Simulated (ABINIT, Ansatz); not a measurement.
# WS2 (Tungstenite): G0W0 with ABINIT, start to end, part 2 of 2

How does a plane-wave GW calculation on WS2 (Tungstenite) run from the first input to the gap?

ABINIT 10.8.3; PBE and many-body steps on it, plane waves. Known limits of the many-body steps: not at the basis limit; no spin-orbit coupling; coarse k mesh.

So far. Step 3 (Empty states on the mesh, 6×6×1 mesh, 181 bands): On this mesh the gap is 0.981 eV. Step 4 (Screening, 6×6×1 mesh, 173 bands, screening to 119.7 eV): Local fields lower ε∞ by 10 %. On a Γ-centred mesh this coarse the value itself is usually too large, while a short band sum pulls it down.

### 5. Self-energy, 6×6×1 mesh, 173 bands, screening to 119.7 eV

The self-energy is evaluated for the states that the input lists, and the levels follow from it, in one-shot runs by the linearised quasiparticle equation.

This step: G0W0 on PBE, plane waves, norm-conserving pseudopotentials.

Input file run.abi:

```
acell 3*1.0 Angstrom
rprim 
  3.153199999992 0.000000000002 0.000000000000
  -1.576599999998 2.730751303206 0.000000000000
  0.000000000000 0.000000000000 12.323000000000
ntypat 2
znucl 74 16
natom 6
typat 1 1 2 2 2 2
xred 
  0.333333333333 0.666666666667 0.250000000000
  0.666666666667 0.333333333333 0.750000000000
  0.333333333333 0.666666666667 0.622500000000
  0.666666666667 0.333333333333 0.122500000000
  0.333333333333 0.666666666667 0.877500000000
  0.666666666667 0.333333333333 0.377500000000
pp_dirpath "pseudos"
pseudos "W.upf, S.upf"
ecut 31
ngkpt 6 6 1
nshiftk 1
shiftk 0 0 0
kptopt 1
chksymbreak 0
istwfk *1
occopt 1
irdwfk 1
optdriver 4
nband 173
gwcalctyp 0
ecutsigx 31
symsigma 1
nkptgw 3
kptgw 
  0.0000000000 0.0000000000 0.0000000000
  0.1666666667 0.1666666667 0.0000000000
  0.3333333333 0.3333333333 0.0000000000
bdgw 
  25 28
  25 28
  25 28
ecuteps 4.4
irdscr 1
ppmodel 1
indata_prefix "in"
outdata_prefix "out"
tmpdata_prefix "tmp"
```

Started as:

```sh
> OMP_NUM_THREADS=1 mpirun -n 8 abinit run.abi > log
```

Numbers of over 12 decimals in the logs are rounded to 6 here.

The program printed:

```text
.Version 10.8.3 of ABINIT. v10.8.2 released Aug 2026.

 Symmetries : space group P6_3/m m c (#194); Bravais hP (primitive hexag.)
[... echo of the input left out ...]
== DATASET  1 ==================================================================
-   mpi_nproc: 8, omp_nthreads: 1 (-1 if OMP is not activated)

--- !DatasetInfo
iteration_state: {dtset: 1, }
dimensions: {natom: 6, nkpt: 7, mband: 173, nsppol: 1, nspinor: 1, nspden: 1, mpw: 5929, }
cutoff_energies: {ecut:  31.0, pawecutdg:  -1.0, }
electrons: {nelect:   5.20000000E+01, charge:   0.00000000E+00, occopt:   1.00000000E+00, tsmear:   1.00000000E-02, }

 SIGMA: Calculation of the GW corrections

 Based on a program developped by R.W. Godby, V. Olevano, G. Onida, and L. Reining.
 Incorporated in ABINIT by V. Olevano, G.-M. Rignanese, and M. Torrent.
.Using double precision arithmetic ; gwpc =  8

[... cell and pseudopotentials left out ...]
--------------------------------------------------------------------------------

 ==== K-mesh for the wavefunctions ====
 Number of points in the irreducible wedge :     7
[... list of points left out ...]
 Together with 24 symmetry operations and time-reversal symmetry
 yields    36 points in the full Brillouin Zone.

 ==== Q-mesh for screening function ====
 Number of points in the irreducible wedge :     7
[... list of points left out ...]
 Together with 24 symmetry operations and time-reversal symmetry
 yields    36 points in the full Brillouin Zone.

 vcoul_init : cutoff-mode = AUXILIARY_FUNCTION
 q-points for optical limit:   1
     1)      0.000010    0.000020    0.000030
 setmesh: FFT mesh size selected  =    25x   25x  120
          total number of points  =        75000

 Number of electrons calculated from density =   52.0000; Expected =   52.0000
 average of density, n =  0.072620
 r_s =    1.4869
 omega_plasma =   25.9946 [eV]

 === KS Band Gaps ===
  >>>> For spin  1
   Minimum direct gap =   1.8369 [eV], located at k-point      :   0.3333  0.3333  0.0000
   Fundamental gap    =   0.9806 [eV], Top of valence bands at :   0.0000  0.0000  0.0000
                                       Bottom of conduction at :   0.1667  0.1667  0.0000
 SIGMA fundamental parameters:
 PLASMON POLE MODEL  1
 number of plane-waves for SigmaX                 5885
 number of plane-waves for SigmaC and W            315
 number of plane-waves for wavefunctions          5885
 number of bands                                   173
 number of independent spin polarizations            1
 number of spinorial components                      1
 number of k-points in IBZ                           7
 number of q-points in IBZ                           7
 number of symmetry operations                      24
 number of k-points in BZ                           36
 number of q-points in BZ                           36
 number of frequencies for dSigma/dE                 9
 frequency step for dSigma/dE [eV]                0.25
 number of omega for Sigma on real axis              0
 max omega for Sigma on real axis  [eV]           0.00
 zcut for avoiding poles [eV]                     0.10

 EPSILON^-1 parameters (SCR file):
 dimension of the eps^-1 matrix on file            315
 dimension of the eps^-1 matrix used               315
 number of plane-waves for wavefunctions          5885
 number of bands                                   173
 number of q-points in IBZ                           7
 number of frequencies                               2
 number of real frequencies                          1
 number of imag frequencies                          1

 matrix elements of self-energy operator (all in [eV])

 Perturbative Calculation

--- !SelfEnergy_ee
iteration_state: {dtset: 1, }
kpoint     : [   0.000,    0.000,    0.000, ]
spin       : 1
KS_gap     :    2.311
QP_gap     :    2.752
Delta_QP_KS:    0.441
data: !SigmaeeData |
     Band     E0 <VxcDFT>   SigX SigC(E0)      Z dSigC/dE  Sig(E)    E-E0       E
       25   8.288 -14.458 -15.573   1.236   0.790  -0.266 -14.362   0.096   8.384
       26   9.509 -15.590 -16.105   0.772   0.787  -0.270 -15.387   0.202   9.711
       27  11.820 -15.225 -10.553  -3.857   0.790  -0.266 -14.581   0.644  12.463
       28  11.820 -15.225 -10.553  -3.857   0.790  -0.266 -14.581   0.644  12.463

--- !SelfEnergy_ee
iteration_state: {dtset: 1, }
kpoint     : [   0.167,    0.167,    0.000, ]
spin       : 1
KS_gap     :    2.486
QP_gap     :    2.844
Delta_QP_KS:    0.358
data: !SigmaeeData |
     Band     E0 <VxcDFT>   SigX SigC(E0)      Z dSigC/dE  Sig(E)    E-E0       E
       25   7.976 -15.191 -16.569   1.532   0.785  -0.273 -15.070   0.121   8.098
       26   8.004 -15.258 -16.559   1.495   0.786  -0.273 -15.106   0.153   8.156
       27  10.490 -14.194 -10.097  -3.456   0.796  -0.256 -13.683   0.511  11.000
       28  11.343 -15.406 -10.805  -3.760   0.790  -0.266 -14.742   0.664  12.006

--- !SelfEnergy_ee
iteration_state: {dtset: 1, }
kpoint     : [   0.333,    0.333,    0.000, ]
spin       : 1
KS_gap     :    1.837
QP_gap     :    2.420
Delta_QP_KS:    0.583
data: !SigmaeeData |
     Band     E0 <VxcDFT>   SigX SigC(E0)      Z dSigC/dE  Sig(E)    E-E0       E
       25   8.770 -14.990 -15.614   0.835   0.791  -0.264 -14.823   0.167   8.937
       26   8.977 -15.421 -15.957   0.800   0.790  -0.266 -15.213   0.208   9.185
       27  10.814 -16.363 -11.961  -3.404   0.792  -0.263 -15.572   0.791  11.605
       28  10.814 -16.363 -11.961  -3.404   0.792  -0.263 -15.572   0.791  11.605

== END DATASET(S) ==============================================================
================================================================================

 -outvars: echo values of variables after computation  --------
           etotal      0.0000000000E+00
            nband         173
             nkpt           7
          spgroup         194
 [... the other variables as echoed above ...]

 Calculation completed.
```

The job ended after 18 s (8 MPI ranks of Arm Neoverse V2, shared host; peak memory 1.9 GiB).

Numbers from this step:

- G0W0 gap on the points computed: 1.289 eV
- starting gap on the mesh: 0.9806 eV
- k of the valence top: 0, 0, 0
- k of the conduction bottom: 0.1667, 0.1667, 0
- Z at the valence top: 0.787
- Z at the conduction bottom: 0.796
- least direct G0W0 gap on the computed points: 2.42 eV

The gap on the mesh goes from 0.98 eV to 1.29 eV, a correction of +0.31 eV.

Limits: finite bands, cutoff and mesh; no spin-orbit coupling; coarse k mesh. v1 is the top filled band, c1 the lowest empty one. The levels before and after the correction (eV, zero at the valence-band top of each column):

|  | conduction bottom | valence top |
| --- | --- | --- |
| Kohn-Sham | 0.98 | 0.00 |
| G0W0 | 1.29 | 0.00 |

|  | level | energy (eV) |
| --- | --- | --- |
| Kohn-Sham | Γ v2 | -1.221 |
| Kohn-Sham | Γ v1 | 0.000 |
| Kohn-Sham | Γ c1-c2 | 2.311 |
| Kohn-Sham | (0.167 0.167 0) v2 | -1.533 |
| Kohn-Sham | (0.167 0.167 0) v1 | -1.505 |
| Kohn-Sham | (0.167 0.167 0) c1 | 0.981 |
| Kohn-Sham | (0.167 0.167 0) c2 | 1.834 |
| G0W0 | Γ v2 | -1.327 |
| G0W0 | Γ v1 | 0.000 |
| G0W0 | Γ c1-c2 | 2.752 |
| G0W0 | (0.167 0.167 0) v2 | -1.613 |
| G0W0 | (0.167 0.167 0) v1 | -1.555 |
| G0W0 | (0.167 0.167 0) c1 | 1.289 |
| G0W0 | (0.167 0.167 0) c2 | 2.295 |

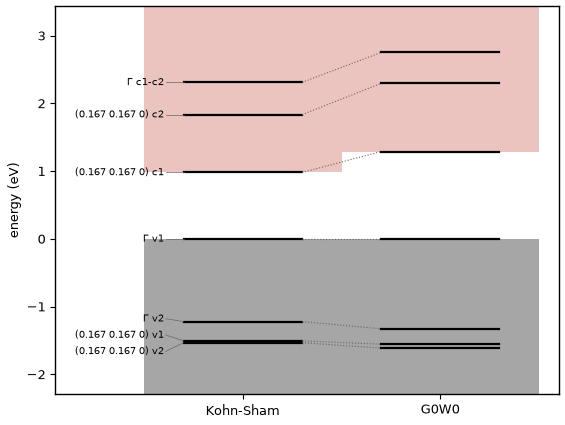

Levels before and after the correction. Shaded: valence and conduction bands.

### 6. Where the time went

Times are wall times on 8 MPI ranks of Arm Neoverse V2, shared host, good to a factor of about two.

| step | time | share | memory (GiB) |
| --- | --- | --- | --- |
| ground state | 21 s | 9 % | 0.68 |
| empty states on the mesh | 2.1 min | 54 % | 14 |
| screening | 71 s | 30 % | 2.7 |
| self-energy | 18 s | 7 % | 1.9 |

### 7. Summary of results

```json
{
 "PBE gap": "0.98 eV, indirect",
 "G0W0 gap on the mesh": "1.29 eV",
 "GW settings": "6×6×1 mesh, 173 bands, screening to 119.7 eV, Godby-Needs plasmon pole",
 "known limits": "not at the basis limit; no spin-orbit coupling; coarse k mesh"
}
```

G0W0 moves the gap on the mesh from 0.98 eV to 1.29 eV (+0.31 eV), with Z of 0.79 and 0.80 at the edges. Local fields lower the RPA ε∞ on this mesh from 15.08 to 13.56; a Γ-centred mesh this coarse tends to raise both, most where the direct gap is narrow, while a short band sum lowers them. Only 3 of the mesh's irreducible points were corrected, so a valley elsewhere could overtake. The dearest step here is «empty states on the mesh». Bands and cutoff are finite, so the gap is not at the basis limit. The miss can reach some tenths of an eV and take either sign; the mesh is an error of its own. In the G0W0 run levels were corrected at 3 k points alone, so a gap called «on the mesh» is the least over those, and an edge elsewhere would be missed. The 6×6×1 mesh is coarse for this cell, which bears on the long-range parts of exchange and screening. The many-body steps are scalar-relativistic: spin-orbit coupling is not in them.

[Paths, hosts, dates, memory and timing lines, banners, echoed tables and standing remarks are left out of the program output.]

[Logs are printed without paths, hosts, clocks, repeated set-up lines and the standing remarks that a program may print on its own settings, such as how far it seeks lower states.]

[Runs of the session that timed out or met a known fault of the program may be left out.]

[Hosts, paths, dates, database ids (printed as entryN), source tags and the programs' standing remarks are cut or masked in the printed files.]

[G0W0 gaps are taken among the corrected bands and points alone; a level outside them can change the order at an edge.]

[Where Ansatz stands beside ABINIT at settings called matched, ABINIT's density can come from a denser mesh and the files from another edition; pairs whose starting gaps differed by over 0.03 eV were left out, so agreement reads better than it is.]
